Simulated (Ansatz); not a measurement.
**BBrClH3OSi (SMILES ClBO[SiH2]Br): density, localisation and related maps**

Input

```
crystal:
  periodic: [false, false, false]
  atoms:
    - {symbol: B, position_ang: [-1.493208, -1.995478, -0.973110]}
    - {symbol: Br, position_ang: [-2.473688, 2.193253, 0.306900]}
    - {symbol: Cl, position_ang: [0.232982, -2.438651, -1.020640]}
    - {symbol: O, position_ang: [-1.857103, -0.760711, -0.599553]}
    - {symbol: Si, position_ang: [-0.985327, 0.599096, -0.120127]}
    - {symbol: H, position_ang: [-2.307927, -2.820995, -1.280234]}
    - {symbol: H, position_ang: [-0.115803, 1.045887, -1.230740]}
    - {symbol: H, position_ang: [-0.242422, 0.297070, 1.123252]}
basis:
  gaussian:
    orbitals: def2-TZVPD
hamiltonian:
  xc: pbe0
output: {forces: true, orbitals: {seedname: orbitals}}
```

Launched as:

```sh
ansatz run input.yaml --threads 2 --pin off --max-ram 4350MiB --events-out events.jsonl --progress --plain --runs-dir runs
```

Geometry: B3LYP-D3(BJ)/def2-SVP.

Computed with isolated molecule in a Gaussian basis; Kohn-Sham density functional theory, functional PBE0 in Ansatz 0.2.0.

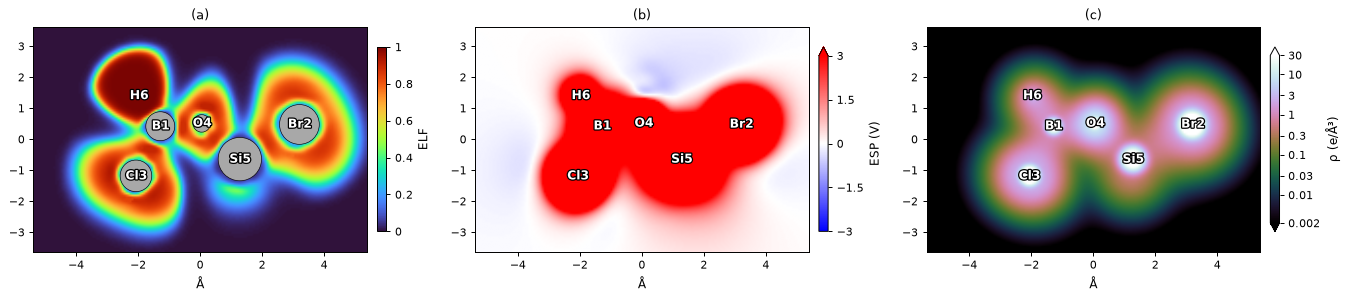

Figure 1. (a) ELF; (b) electrostatic potential; (c) total electron density on the plane of atoms B1, O4 and Si5. Grey discs cover the atomic cores in the ELF map.

### Read the bonding off the picture.

- The section cuts through B, Br, Cl, O, Si and H sites.
- B–O (1.34 Å): the density is about 2.2 e/Å³ at the midpoint; the ELF peaks at about 0.90 between the atoms; a polar covalent bond.
- Si–O (1.68 Å): ρ at the midpoint is about 1.1 e/Å³; the ELF peaks at about 0.90 between the atoms; a polar covalent bond.
- B–Cl (1.78 Å): ρ is about 1.3 e/Å³ halfway; the ELF peaks at about 0.90 between the atoms (a polar covalent bond).
- Si–Br (2.22 Å): ρ at the midpoint is about 0.79 e/Å³; the ELF peaks at about 0.85 between the atoms; a polar covalent bond.
- B–H (1.20 Å): the density is about 1.3 e/Å³ at the midpoint; the ELF climbs to about 1 towards the hydrogen, as it does in any bond to H: a covalent bond by its length.
- The ELF also peaks beside Cl3, Br2 and O4, away from the bonds: lone-pair regions.
- Outside the dense part of the molecule the potential is most negative (−0.7 V) near O4.

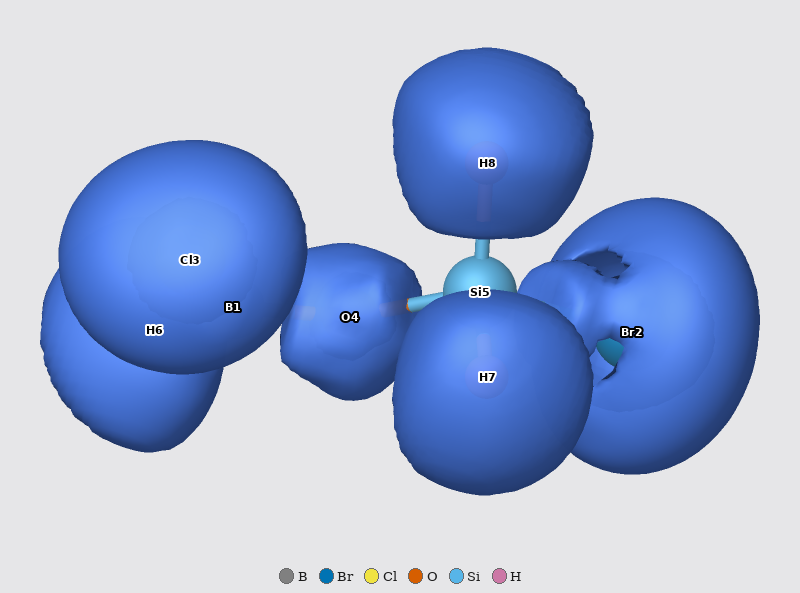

Figure 2. Isosurface of the ELF at 0.75 (blue), seen from one side. Core shells and regions of very low density are left out.

### What do the ELF domains correspond to?

The surface consists of three regions around hydrogen nuclei, one region on Br in which the atom's valence shell and bonds are merged, one region on Cl in which the atom's valence shell and bonds are merged and one region on O in which the atom's valence shell and bonds are merged.

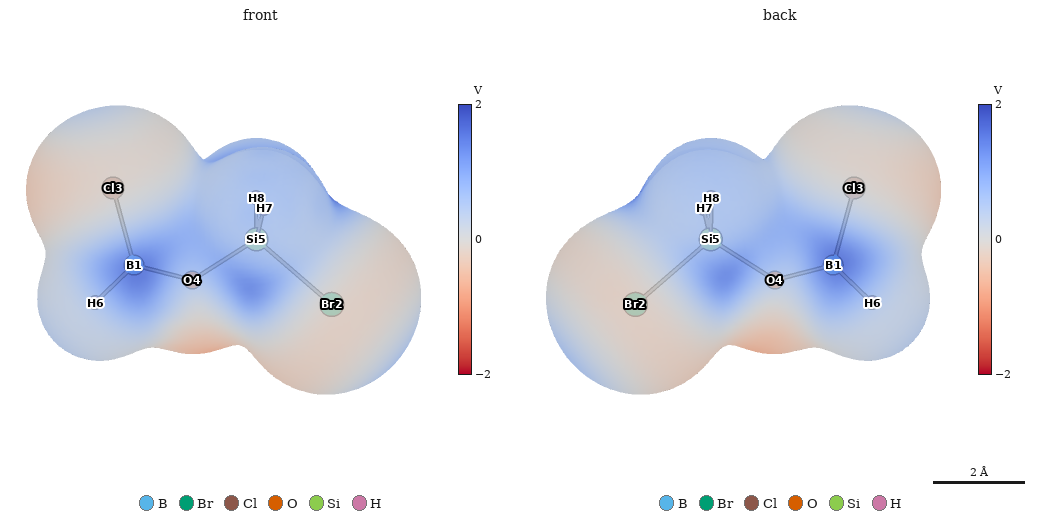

Figure 3. The electrostatic potential painted on the density surface at 0.002 e/bohr³, seen from the front and from behind; red is negative and blue positive.

### Which sites attract a positive test charge, and which a negative one?

A positive charge is drawn to the negative regions and a negative charge to the positive ones. The most negative region (about −0.6 V) lies over O4, the most positive (about +1.6 V) over B1 and Si5. Br2 shows a σ-hole: about +0.6 V at the tip opposite its bond, against about −0.2 V on its flanks.
